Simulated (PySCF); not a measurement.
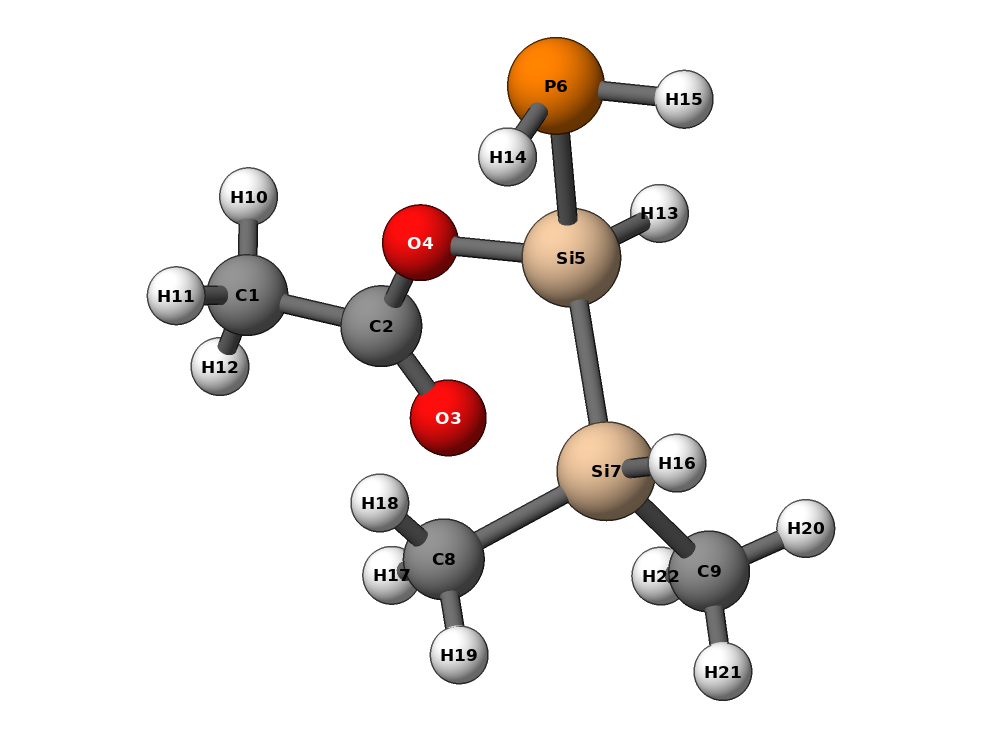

The geometry was computed by an optimisation with GFN2-xTB. No frequency run is at hand to confirm it as a minimum. Method: GIAO PBE0/pcSseg-1 NMR shielding, non-relativistic, gas phase (PySCF 2.14.0). Principal shieldings σ11 ≤ σ22 ≤ σ33, span Ω = σ33 − σ11, skew κ = 3(σiso − σ22)/Ω.

Question. Which Si atom has the most anisotropic shielding?

Answer. Si5, with a span of 125 ppm.

Give the shielding tensors of the Si atoms.

```tsv
atom	σ11	σ22	σ33	σiso	Ω	κ
Si5	281.2	348.6	406.3	345.4	125.1	−0.08
Si7	364.6	388.3	414.7	389.2	50.1	0.05
```

Shieldings and span in ppm.

The geometry is semi-empirical. Around P, Si such bond lengths and angles can be off by a tenth of an ångström or more and by several degrees, and values that hang on the shape move with them.
